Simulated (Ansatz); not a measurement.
Run report: AlPH$_{5}$O$_{2}$F, molecular dynamics (part 1 of 5)

AlPH$_{5}$O$_{2}$F, computed with RHF/6-31G* (Ansatz 0.2.0).

It belongs to a series of runs on one base structure; here: dynamics from the highest image of the converged band.

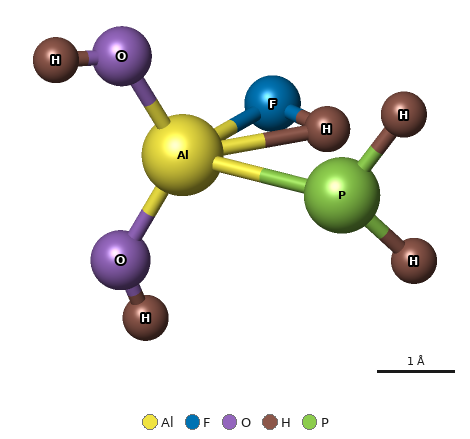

Fig. 1: The structure as given in the input (ball-and-stick view, seen at a tilt). Sticks mark near contacts.

### Input file
```yaml
crystal:
  periodic: [false, false, false]
  atoms:
    - { symbol: Al, position_ang: [0.185333, 0.085954, -0.055639] }
    - { symbol: F, position_ang: [0.37798, -0.196717, 1.734338] }
    - { symbol: O, position_ang: [1.643002, -0.289887, -0.816251] }
    - { symbol: H, position_ang: [1.724312, -0.564016, -1.715892] }
    - { symbol: O, position_ang: [-1.30866, -0.431716, -0.640482] }
    - { symbol: H, position_ang: [-2.172718, -0.323206, -0.280512] }
    - { symbol: P, position_ang: [0.194901, 2.456205, 0.642251] }
    - { symbol: H, position_ang: [-0.795023, 2.91635, 1.510358] }
    - { symbol: H, position_ang: [1.346122, 2.971578, 1.233694] }
    - { symbol: H, position_ang: [0.370252, 0.907854, 1.720534] }
basis:
  gaussian: { orbitals: "6-31G*" }
hamiltonian:
  xc: hf
md:
  timestep: 0.5
  n_steps: 200
  ensemble: nve
  temperature: 300.0
  initial_velocities: maxwell_boltzmann
  seed: 4815
```

Machine: 1 thread of Arm Neoverse V2, 24 GiB of memory available, shared host.

Run as:
```bash
ansatz run input.yaml --threads 1 --pin off --max-ram 2048MiB --backend cpu --events-out ev --progress --plain --runs-dir out
```

### The program's output
```
Engine: ansatz 0.2.0, aarch64-unknown-linux-gnu
Functional definition: HF
  exchange = exact_x
  correlation = 0
917 factors; integrals over basis functions are off by at most 5.1e-4 eV
mean field evaluation 1: about -22710.4397 eV, gradient 5.2e1 eV
mean field evaluation 2: about -22710.4941 eV, gradient 5.2e1 eV
mean field evaluation 4: about -22715.6392 eV, gradient 2.8e0 eV
mean field evaluation 8: about -22715.6779 eV, gradient 1.4e-1 eV
mean field -22715.67800855 eV, -834.7857695747 hartree, gradient 2.1e-5 eV, S^2 0.000000; 0 other end points of the search recorded, 0 dependent functions left out
the calculation of the forces begins
reference -22715.67800855 eV, -834.7857695747 hartree; 29, 29 occupied and 64, 64 virtual orbitals, 917 factors
md step     0: t =     0.00 fs  T =   300.0 K  F+E_penalty+E_count = -22715.67800855 eV  E_kin = 0.310224 eV  conserved = -22715.36778455 eV  (33 SCF iters)
these checks for a lower state are left out or cut short: starts, cluster_reference, orbital_swaps, neighbouring_geometries, increment
917 factors; integrals over basis functions are off by at most 5.2e-4 eV
mean field evaluation 16: about -22715.6673 eV, gradient 2.3e-4 eV
mean field -22715.66733958 eV, -834.7853774971 hartree, gradient 2.6e-5 eV, S^2 0.000000; 0 other end points of the search recorded, 0 dependent functions left out
the calculation of the forces begins
reference -22715.66733958 eV, -834.7853774971 hartree; 29, 29 occupied and 64, 64 virtual orbitals, 917 factors
md step     1: t =     0.50 fs  T =   289.8 K  F+E_penalty+E_count = -22715.66733958 eV  E_kin = 0.299697 eV  conserved = -22715.36764255 eV  (32 SCF iters)
[... from here on the SCF iterations and repeated set-up lines of each step are left out, up to the last step ...]
md step     2: t =     1.00 fs  T =   262.2 K  F+E_penalty+E_count = -22715.63820895 eV  E_kin = 0.271149 eV  conserved = -22715.36705951 eV  (32 SCF iters)
md step     3: t =     1.50 fs  T =   226.2 K  F+E_penalty+E_count = -22715.60010336 eV  E_kin = 0.233861 eV  conserved = -22715.36624188 eV  (33 SCF iters)
md step     4: t =     2.00 fs  T =   193.9 K  F+E_penalty+E_count = -22715.56600680 eV  E_kin = 0.200496 eV  conserved = -22715.36551078 eV  (26 SCF iters)
md step     5: t =     2.50 fs  T =   176.2 K  F+E_penalty+E_count = -22715.54737507 eV  E_kin = 0.182208 eV  conserved = -22715.36516718 eV  (26 SCF iters)
md step     6: t =     3.00 fs  T =   178.1 K  F+E_penalty+E_count = -22715.54955339 eV  E_kin = 0.184217 eV  conserved = -22715.36533679 eV  (26 SCF iters)
md step     7: t =     3.50 fs  T =   197.3 K  F+E_penalty+E_count = -22715.56993476 eV  E_kin = 0.204038 eV  conserved = -22715.36589634 eV  (33 SCF iters)
md step     8: t =     4.00 fs  T =   225.7 K  F+E_penalty+E_count = -22715.59989637 eV  E_kin = 0.233357 eV  conserved = -22715.36653918 eV  (33 SCF iters)
md step     9: t =     4.50 fs  T =   253.9 K  F+E_penalty+E_count = -22715.62946263 eV  E_kin = 0.262511 eV  conserved = -22715.36695136 eV  (33 SCF iters)
md step    10: t =     5.00 fs  T =   275.7 K  F+E_penalty+E_count = -22715.65204733 eV  E_kin = 0.285059 eV  conserved = -22715.36698836 eV  (33 SCF iters)
md step    11: t =     5.50 fs  T =   290.0 K  F+E_penalty+E_count = -22715.66666093 eV  E_kin = 0.299928 eV  conserved = -22715.36673318 eV  (33 SCF iters)
md step    12: t =     6.00 fs  T =   300.1 K  F+E_penalty+E_count = -22715.67673363 eV  E_kin = 0.310336 eV  conserved = -22715.36639740 eV  (33 SCF iters)
md step    13: t =     6.50 fs  T =   310.3 K  F+E_penalty+E_count = -22715.68705477 eV  E_kin = 0.320919 eV  conserved = -22715.36613602 eV  (33 SCF iters)
md step    14: t =     7.00 fs  T =   324.5 K  F+E_penalty+E_count = -22715.70150392 eV  E_kin = 0.335557 eV  conserved = -22715.36594655 eV  (32 SCF iters)
md step    15: t =     7.50 fs  T =   345.6 K  F+E_penalty+E_count = -22715.72310363 eV  E_kin = 0.357382 eV  conserved = -22715.36572128 eV  (32 SCF iters)
md step    16: t =     8.00 fs  T =   377.4 K  F+E_penalty+E_count = -22715.75563392 eV  E_kin = 0.390240 eV  conserved = -22715.36539344 eV  (32 SCF iters)
md step    17: t =     8.50 fs  T =   425.2 K  F+E_penalty+E_count = -22715.80468867 eV  E_kin = 0.439645 eV  conserved = -22715.36504385 eV  (32 SCF iters)
md step    18: t =     9.00 fs  T =   494.7 K  F+E_penalty+E_count = -22715.87650717 eV  E_kin = 0.511582 eV  conserved = -22715.36492497 eV  (32 SCF iters)
md step    19: t =     9.50 fs  T =   588.8 K  F+E_penalty+E_count = -22715.97423023 eV  E_kin = 0.608839 eV  conserved = -22715.36539149 eV  (32 SCF iters)
md step    20: t =    10.00 fs  T =   702.0 K  F+E_penalty+E_count = -22716.09268244 eV  E_kin = 0.725937 eV  conserved = -22715.36674578 eV  (35 SCF iters)
md step    21: t =    10.50 fs  T =   817.2 K  F+E_penalty+E_count = -22716.21410877 eV  E_kin = 0.845091 eV  conserved = -22715.36901795 eV  (32 SCF iters)
md step    22: t =    11.00 fs  T =   905.6 K  F+E_penalty+E_count = -22716.30823116 eV  E_kin = 0.936498 eV  conserved = -22715.37173305 eV  (32 SCF iters)
md step    23: t =    11.50 fs  T =   934.4 K  F+E_penalty+E_count = -22716.34004415 eV  E_kin = 0.966285 eV  conserved = -22715.37375866 eV  (31 SCF iters)
md step    24: t =    12.00 fs  T =   883.5 K  F+E_penalty+E_count = -22716.28713519 eV  E_kin = 0.913634 eV  conserved = -22715.37350168 eV  (31 SCF iters)
md step    25: t =    12.50 fs  T =   766.4 K  F+E_penalty+E_count = -22716.16250569 eV  E_kin = 0.792570 eV  conserved = -22715.36993563 eV  (31 SCF iters)
md step    26: t =    13.00 fs  T =   640.8 K  F+E_penalty+E_count = -22716.02691764 eV  E_kin = 0.662589 eV  conserved = -22715.36432881 eV  (31 SCF iters)
md step    27: t =    13.50 fs  T =   586.8 K  F+E_penalty+E_count = -22715.96728337 eV  E_kin = 0.606765 eV  conserved = -22715.36051866 eV  (32 SCF iters)
md step    28: t =    14.00 fs  T =   656.9 K  F+E_penalty+E_count = -22716.04088545 eV  E_kin = 0.679325 eV  conserved = -22715.36156026 eV  (31 SCF iters)
md step    29: t =    14.50 fs  T =   837.9 K  F+E_penalty+E_count = -22716.23267812 eV  E_kin = 0.866416 eV  conserved = -22715.36626240 eV  (31 SCF iters)
md step    30: t =    15.00 fs  T =  1064.2 K  F+E_penalty+E_count = -22716.47138526 eV  E_kin = 1.100515 eV  conserved = -22715.37087052 eV  (31 SCF iters)
md step    31: t =    15.50 fs  T =  1266.5 K  F+E_penalty+E_count = -22716.68272809 eV  E_kin = 1.309656 eV  conserved = -22715.37307162 eV  (31 SCF iters)
md step    32: t =    16.00 fs  T =  1404.7 K  F+E_penalty+E_count = -22716.82551629 eV  E_kin = 1.452538 eV  conserved = -22715.37297832 eV  (31 SCF iters)
md step    33: t =    16.50 fs  T =  1471.7 K  F+E_penalty+E_count = -22716.89352673 eV  E_kin = 1.521837 eV  conserved = -22715.37168969 eV  (31 SCF iters)
md step    34: t =    17.00 fs  T =  1480.4 K  F+E_penalty+E_count = -22716.90095032 eV  E_kin = 1.530832 eV  conserved = -22715.37011796 eV  (31 SCF iters)
md step    35: t =    17.50 fs  T =  1450.5 K  F+E_penalty+E_count = -22716.86867211 eV  E_kin = 1.499935 eV  conserved = -22715.36873662 eV  (31 SCF iters)
md step    36: t =    18.00 fs  T =  1400.9 K  F+E_penalty+E_count = -22716.81635478 eV  E_kin = 1.448640 eV  conserved = -22715.36771451 eV  (31 SCF iters)
md step    37: t =    18.50 fs  T =  1346.3 K  F+E_penalty+E_count = -22716.75918070 eV  E_kin = 1.392145 eV  conserved = -22715.36703574 eV  (31 SCF iters)
md step    38: t =    19.00 fs  T =  1296.9 K  F+E_penalty+E_count = -22716.70763933 eV  E_kin = 1.341064 eV  conserved = -22715.36657532 eV  (31 SCF iters)
md step    39: t =    19.50 fs  T =  1260.1 K  F+E_penalty+E_count = -22716.66918074 eV  E_kin = 1.303004 eV  conserved = -22715.36617645 eV  (32 SCF iters)
md step    40: t =    20.00 fs  T =  1242.4 K  F+E_penalty+E_count = -22716.65047335 eV  E_kin = 1.284742 eV  conserved = -22715.36573098 eV  (32 SCF iters)
md step    41: t =    20.50 fs  T =  1251.1 K  F+E_penalty+E_count = -22716.65895760 eV  E_kin = 1.293718 eV  conserved = -22715.36523999 eV  (32 SCF iters)
md step    42: t =    21.00 fs  T =  1293.8 K  F+E_penalty+E_count = -22716.70272052 eV  E_kin = 1.337886 eV  conserved = -22715.36483469 eV  (32 SCF iters)
md step    43: t =    21.50 fs  T =  1376.7 K  F+E_penalty+E_count = -22716.78836370 eV  E_kin = 1.423623 eV  conserved = -22715.36474053 eV  (35 SCF iters)
md step    44: t =    22.00 fs  T =  1501.2 K  F+E_penalty+E_count = -22716.91750521 eV  E_kin = 1.552336 eV  conserved = -22715.36516919 eV  (31 SCF iters)
md step    45: t =    22.50 fs  T =  1660.8 K  F+E_penalty+E_count = -22717.08359062 eV  E_kin = 1.717388 eV  conserved = -22715.36620250 eV  (31 SCF iters)
md step    46: t =    23.00 fs  T =  1840.3 K  F+E_penalty+E_count = -22717.27075951 eV  E_kin = 1.902996 eV  conserved = -22715.36776330 eV  (31 SCF iters)
md step    47: t =    23.50 fs  T =  2016.8 K  F+E_penalty+E_count = -22717.45524323 eV  E_kin = 2.085575 eV  conserved = -22715.36966776 eV  (31 SCF iters)
md step    48: t =    24.00 fs  T =  2163.2 K  F+E_penalty+E_count = -22717.60855926 eV  E_kin = 2.236915 eV  conserved = -22715.37164458 eV  (31 SCF iters)
md step    49: t =    24.50 fs  T =  2252.2 K  F+E_penalty+E_count = -22717.70220157 eV  E_kin = 2.328974 eV  conserved = -22715.37322726 eV  (31 SCF iters)
md step    50: t =    25.00 fs  T =  2264.4 K  F+E_penalty+E_count = -22717.71514729 eV  E_kin = 2.341529 eV  conserved = -22715.37361878 eV  (31 SCF iters)
md step    51: t =    25.50 fs  T =  2198.7 K  F+E_penalty+E_count = -22717.64555544 eV  E_kin = 2.273662 eV  conserved = -22715.37189337 eV  (31 SCF iters)
md step    52: t =    26.00 fs  T =  2084.1 K  F+E_penalty+E_count = -22717.52302932 eV  E_kin = 2.155124 eV  conserved = -22715.36790522 eV  (31 SCF iters)
md step    53: t =    26.50 fs  T =  1977.5 K  F+E_penalty+E_count = -22717.40836009 eV  E_kin = 2.044934 eV  conserved = -22715.36342569 eV  (31 SCF iters)
md step    54: t =    27.00 fs  T =  1939.0 K  F+E_penalty+E_count = -22717.36667228 eV  E_kin = 2.005132 eV  conserved = -22715.36154024 eV  (31 SCF iters)
md step    55: t =    27.50 fs  T =  1993.0 K  F+E_penalty+E_count = -22717.42457126 eV  E_kin = 2.060900 eV  conserved = -22715.36367118 eV  (31 SCF iters)
md step    56: t =    28.00 fs  T =  2111.3 K  F+E_penalty+E_count = -22717.55115454 eV  E_kin = 2.183242 eV  conserved = -22715.36791274 eV  (31 SCF iters)
md step    57: t =    28.50 fs  T =  2236.6 K  F+E_penalty+E_count = -22717.68405483 eV  E_kin = 2.312778 eV  conserved = -22715.37127673 eV  (31 SCF iters)
md step    58: t =    29.00 fs  T =  2319.9 K  F+E_penalty+E_count = -22717.77136554 eV  E_kin = 2.398914 eV  conserved = -22715.37245192 eV  (31 SCF iters)
md step    59: t =    29.50 fs  T =  2340.2 K  F+E_penalty+E_count = -22717.79194574 eV  E_kin = 2.419998 eV  conserved = -22715.37194765 eV  (31 SCF iters)
md step    60: t =    30.00 fs  T =  2300.7 K  F+E_penalty+E_count = -22717.74989260 eV  E_kin = 2.379094 eV  conserved = -22715.37079816 eV  (31 SCF iters)
md step    61: t =    30.50 fs  T =  2215.1 K  F+E_penalty+E_count = -22717.66021894 eV  E_kin = 2.290555 eV  conserved = -22715.36966397 eV  (31 SCF iters)
md step    62: t =    31.00 fs  T =  2098.7 K  F+E_penalty+E_count = -22717.53897177 eV  E_kin = 2.170265 eV  conserved = -22715.36870631 eV  (31 SCF iters)
md step    63: t =    31.50 fs  T =  1965.6 K  F+E_penalty+E_count = -22717.40040613 eV  E_kin = 2.032574 eV  conserved = -22715.36783198 eV  (31 SCF iters)
md step    64: t =    32.00 fs  T =  1828.8 K  F+E_penalty+E_count = -22717.25804449 eV  E_kin = 1.891105 eV  conserved = -22715.36693933 eV  (31 SCF iters)
md step    65: t =    32.50 fs  T =  1701.9 K  F+E_penalty+E_count = -22717.12596867 eV  E_kin = 1.759928 eV  conserved = -22715.36604081 eV  (31 SCF iters)
md step    66: t =    33.00 fs  T =  1598.7 K  F+E_penalty+E_count = -22717.01846973 eV  E_kin = 1.653213 eV  conserved = -22715.36525704 eV  (35 SCF iters)
md step    67: t =    33.50 fs  T =  1531.1 K  F+E_penalty+E_count = -22716.94805086 eV  E_kin = 1.583303 eV  conserved = -22715.36474792 eV  (31 SCF iters)
md step    68: t =    34.00 fs  T =  1506.9 K  F+E_penalty+E_count = -22716.92288120 eV  E_kin = 1.558267 eV  conserved = -22715.36461425 eV  (31 SCF iters)
md step    69: t =    34.50 fs  T =  1528.3 K  F+E_penalty+E_count = -22716.94518125 eV  E_kin = 1.580343 eV  conserved = -22715.36483827 eV  (32 SCF iters)
md step    70: t =    35.00 fs  T =  1591.9 K  F+E_penalty+E_count = -22717.01145676 eV  E_kin = 1.646155 eV  conserved = -22715.36530209 eV  (32 SCF iters)
md step    71: t =    35.50 fs  T =  1690.8 K  F+E_penalty+E_count = -22717.11431532 eV  E_kin = 1.748447 eV  conserved = -22715.36586796 eV  (31 SCF iters)
md step    72: t =    36.00 fs  T =  1816.3 K  F+E_penalty+E_count = -22717.24463447 eV  E_kin = 1.878166 eV  conserved = -22715.36646876 eV  (31 SCF iters)
md step    73: t =    36.50 fs  T =  1958.8 K  F+E_penalty+E_count = -22717.39268722 eV  E_kin = 2.025525 eV  conserved = -22715.36716262 eV  (31 SCF iters)
md step    74: t =    37.00 fs  T =  2107.4 K  F+E_penalty+E_count = -22717.54736253 eV  E_kin = 2.179235 eV  conserved = -22715.36812744 eV  (31 SCF iters)
md step    75: t =    37.50 fs  T =  2247.5 K  F+E_penalty+E_count = -22717.69363521 eV  E_kin = 2.324087 eV  conserved = -22715.36954785 eV  (31 SCF iters)
md step    76: t =    38.00 fs  T =  2358.3 K  F+E_penalty+E_count = -22717.81006677 eV  E_kin = 2.438682 eV  conserved = -22715.37138489 eV  (31 SCF iters)
md step    77: t =    38.50 fs  T =  2414.4 K  F+E_penalty+E_count = -22717.86979231 eV  E_kin = 2.496670 eV  conserved = -22715.37312203 eV  (31 SCF iters)
md step    78: t =    39.00 fs  T =  2393.3 K  F+E_penalty+E_count = -22717.84853815 eV  E_kin = 2.474825 eV  conserved = -22715.37371363 eV  (31 SCF iters)
md step    79: t =    39.50 fs  T =  2289.9 K  F+E_penalty+E_count = -22717.73993915 eV  E_kin = 2.367916 eV  conserved = -22715.37202280 eV  (31 SCF iters)
md step    80: t =    40.00 fs  T =  2130.7 K  F+E_penalty+E_count = -22717.57117140 eV  E_kin = 2.203286 eV  conserved = -22715.36788568 eV  (31 SCF iters)
md step    81: t =    40.50 fs  T =  1973.3 K  F+E_penalty+E_count = -22717.40367247 eV  E_kin = 2.040547 eV  conserved = -22715.36312546 eV  (31 SCF iters)
md step    82: t =    41.00 fs  T =  1881.3 K  F+E_penalty+E_count = -22717.30620713 eV  E_kin = 1.945401 eV  conserved = -22715.36080569 eV  (31 SCF iters)
md step    83: t =    41.50 fs  T =  1885.5 K  F+E_penalty+E_count = -22717.31220008 eV  E_kin = 1.949739 eV  conserved = -22715.36246152 eV  (31 SCF iters)
md step    84: t =    42.00 fs  T =  1964.9 K  F+E_penalty+E_count = -22717.39844338 eV  E_kin = 2.031870 eV  conserved = -22715.36657383 eV  (31 SCF iters)
md step    85: t =    42.50 fs  T =  2064.5 K  F+E_penalty+E_count = -22717.50521139 eV  E_kin = 2.134818 eV  conserved = -22715.37039355 eV  (31 SCF iters)
md step    86: t =    43.00 fs  T =  2129.7 K  F+E_penalty+E_count = -22717.57461835 eV  E_kin = 2.202280 eV  conserved = -22715.37233797 eV  (31 SCF iters)
md step    87: t =    43.50 fs  T =  2129.7 K  F+E_penalty+E_count = -22717.57469462 eV  E_kin = 2.202320 eV  conserved = -22715.37237500 eV  (31 SCF iters)
md step    88: t =    44.00 fs  T =  2060.4 K  F+E_penalty+E_count = -22717.50179859 eV  E_kin = 2.130623 eV  conserved = -22715.37117522 eV  (31 SCF iters)
md step    89: t =    44.50 fs  T =  1936.4 K  F+E_penalty+E_count = -22717.37185355 eV  E_kin = 2.002413 eV  conserved = -22715.36944069 eV  (33 SCF iters)
md step    90: t =    45.00 fs  T =  1781.6 K  F+E_penalty+E_count = -22717.21002049 eV  E_kin = 1.842308 eV  conserved = -22715.36771226 eV  (31 SCF iters)
md step    91: t =    45.50 fs  T =  1620.7 K  F+E_penalty+E_count = -22717.04225539 eV  E_kin = 1.675901 eV  conserved = -22715.36635419 eV  (31 SCF iters)
md step    92: t =    46.00 fs  T =  1473.7 K  F+E_penalty+E_count = -22716.88942295 eV  E_kin = 1.523895 eV  conserved = -22715.36552829 eV  (31 SCF iters)
md step    93: t =    46.50 fs  T =  1353.3 K  F+E_penalty+E_count = -22716.76454737 eV  E_kin = 1.399372 eV  conserved = -22715.36517495 eV  (31 SCF iters)
md step    94: t =    47.00 fs  T =  1265.3 K  F+E_penalty+E_count = -22716.67349207 eV  E_kin = 1.308407 eV  conserved = -22715.36508548 eV  (31 SCF iters)
md step    95: t =    47.50 fs  T =  1211.6 K  F+E_penalty+E_count = -22716.61798033 eV  E_kin = 1.252935 eV  conserved = -22715.36504558 eV  (32 SCF iters)
md step    96: t =    48.00 fs  T =  1193.2 K  F+E_penalty+E_count = -22716.59880959 eV  E_kin = 1.233859 eV  conserved = -22715.36495012 eV  (32 SCF iters)
md step    97: t =    48.50 fs  T =  1211.3 K  F+E_penalty+E_count = -22716.61747000 eV  E_kin = 1.252633 eV  conserved = -22715.36483728 eV  (32 SCF iters)
md step    98: t =    49.00 fs  T =  1267.5 K  F+E_penalty+E_count = -22716.67556139 eV  E_kin = 1.310702 eV  conserved = -22715.36485907 eV  (32 SCF iters)
md step    99: t =    49.50 fs  T =  1360.9 K  F+E_penalty+E_count = -22716.77246092 eV  E_kin = 1.407252 eV  conserved = -22715.36520864 eV  (31 SCF iters)
md step   100: t =    50.00 fs  T =  1485.7 K  F+E_penalty+E_count = -22716.90240863 eV  E_kin = 1.536382 eV  conserved = -22715.36602701 eV  (31 SCF iters)
md step   101: t =    50.50 fs  T =  1629.6 K  F+E_penalty+E_count = -22717.05247064 eV  E_kin = 1.685137 eV  conserved = -22715.36733394 eV  (31 SCF iters)
md step   102: t =    51.00 fs  T =  1773.0 K  F+E_penalty+E_count = -22717.20243472 eV  E_kin = 1.833411 eV  conserved = -22715.36902367 eV  (31 SCF iters)
md step   103: t =    51.50 fs  T =  1891.4 K  F+E_penalty+E_count = -22717.32676688 eV  E_kin = 1.955881 eV  conserved = -22715.37088566 eV  (31 SCF iters)
md step   104: t =    52.00 fs  T =  1959.0 K  F+E_penalty+E_count = -22717.39830868 eV  E_kin = 2.025727 eV  conserved = -22715.37258166 eV  (31 SCF iters)
md step   105: t =    52.50 fs  T =  1953.8 K  F+E_penalty+E_count = -22717.39396088 eV  E_kin = 2.020412 eV  conserved = -22715.37354862 eV  (31 SCF iters)
md step   106: t =    53.00 fs  T =  1866.9 K  F+E_penalty+E_count = -22717.30344944 eV  E_kin = 1.930482 eV  conserved = -22715.37296723 eV  (31 SCF iters)
md step   107: t =    53.50 fs  T =  1712.6 K  F+E_penalty+E_count = -22717.14106111 eV  E_kin = 1.770937 eV  conserved = -22715.37012444 eV  (31 SCF iters)
md step   108: t =    54.00 fs  T =  1536.5 K  F+E_penalty+E_count = -22716.95434860 eV  E_kin = 1.588912 eV  conserved = -22715.36543677 eV  (31 SCF iters)
md step   109: t =    54.50 fs  T =  1406.3 K  F+E_penalty+E_count = -22716.81550326 eV  E_kin = 1.454214 eV  conserved = -22715.36128965 eV  (31 SCF iters)
md step   110: t =    55.00 fs  T =  1378.1 K  F+E_penalty+E_count = -22716.78582181 eV  E_kin = 1.425107 eV  conserved = -22715.36071451 eV  (31 SCF iters)
md step   111: t =    55.50 fs  T =  1459.5 K  F+E_penalty+E_count = -22716.87347418 eV  E_kin = 1.509229 eV  conserved = -22715.36424475 eV  (33 SCF iters)
md step   112: t =    56.00 fs  T =  1602.7 K  F+E_penalty+E_count = -22717.02644657 eV  E_kin = 1.657271 eV  conserved = -22715.36917530 eV  (32 SCF iters)
md step   113: t =    56.50 fs  T =  1738.4 K  F+E_penalty+E_count = -22717.17007639 eV  E_kin = 1.797599 eV  conserved = -22715.37247781 eV  (31 SCF iters)
```
